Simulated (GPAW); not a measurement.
Consider Ru (Ruthenium, P6_3/mmc).

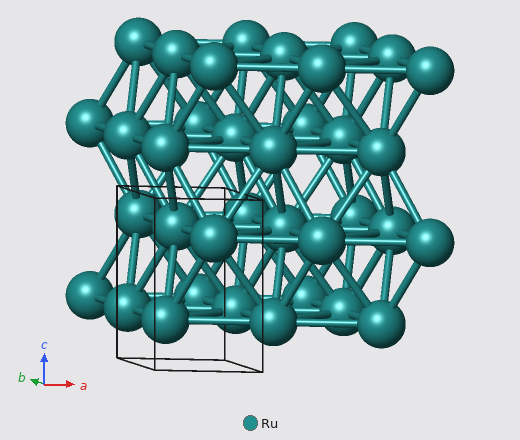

The structure (ruthenium teal). 3×3×2 cells are drawn.

```xyz
2
Lattice="2.7058 0.0000 0.0000 -1.3529 2.3433 0.0000 0.0000 0.0000 4.2819" Properties=species:S:1:pos:R:3 pbc="T T T"
Ru    1.3529    0.7811    3.2114
Ru    0.0000    1.5622    1.0705
```

Absorber: atom 1, with 6 Ru at 2.65 Å and 6 Ru at 2.71 Å (anticuboctahedral, as in hcp, site symmetry -6m2). Method: GPAW, PBE, excited-electron core hole (neutral cell), 16-atom cell with 6.3 Å between holes, 3×3×3 k points, dipole transitions, Gaussian full width 2 eV up to 4 eV, rising linearly to 3.5 eV at 25 eV.

Question: What does the Ru L₃ edge look like?

Main maxima up to 30 eV above the zero (height): 1.0 eV (3.91), 11.8 eV (0.95), 15.8 eV (0.97) and 29.2 eV (0.77). At an L edge the dipole rule selects empty d (and weakly s) states on the absorber, and the strong line at the onset measures the empty part of its d band. 

The Ru L₃ spectrum (energy from the lowest empty level; intensity scaled to a mean of 1 over the first 20 eV; polarised curves are means over the symmetry-equivalent atoms):

```
E (eV)  isotropic  ε ⊥ c  ε ∥ c
  -2.0       0.03   0.04   0.03
  -0.5       1.29   1.32   1.24
   1.0       3.91   3.87   3.98
   2.5       1.54   1.52   1.57
   4.0       0.57   0.58   0.56
   5.5       0.52   0.52   0.52
   7.0       0.43   0.41   0.47
   8.5       0.29   0.27   0.31
  10.0       0.60   0.61   0.58
  11.5       0.94   0.96   0.90
  13.0       0.84   0.84   0.85
  14.5       0.87   0.88   0.85
  16.0       0.97   0.99   0.92
  17.5       0.86   0.85   0.87
  19.0       0.70   0.68   0.76
  20.5       0.55   0.54   0.57
  22.0       0.52   0.52   0.51
  23.5       0.56   0.56   0.58
  25.0       0.61   0.59   0.65
  26.5       0.68   0.67   0.69
  28.0       0.75   0.77   0.70
  29.5       0.77   0.81   0.70
  31.0       0.70   0.71   0.68
```

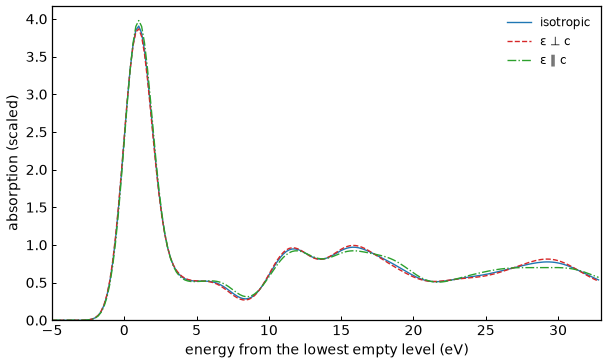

The Ru L₃ edge.

Only the L₃ part is meant: spin–orbit coupling of the core level isn't computed and the L₂ copy isn't added. The script folds with a Gaussian, whereas the core hole's own line is a Lorentzian, so the onset is too steep and the first peak too high. The holes are only 6.3 Å apart, so the shape is probably not converged with cell size; no larger cell was run here. The mesh is coarse (0.39 Å⁻¹ between points), so small maxima may be mesh ripples. The structure is a published determination, not relaxed.

[Banner, clock and machine lines of the logs are left out without a mark of their own.]

[Logs are printed without paths, hosts, clocks, repeated set-up lines and the standing remarks that a program may print on its own settings, such as how far it seeks lower states.]

[Hosts, paths, dates, database ids (printed as entryN), source tags and the programs' standing remarks are cut or masked in the printed files.]

[Lists of maxima count a maximum above −3 eV only where it reaches 4 % of the highest in the window and stands out from its surroundings by 2 % of it (1.5 % where it reaches 55 %); shoulders and weaker maxima are passed over, and of the rest the first, up to two pre-edge ones and the few strongest are named.]
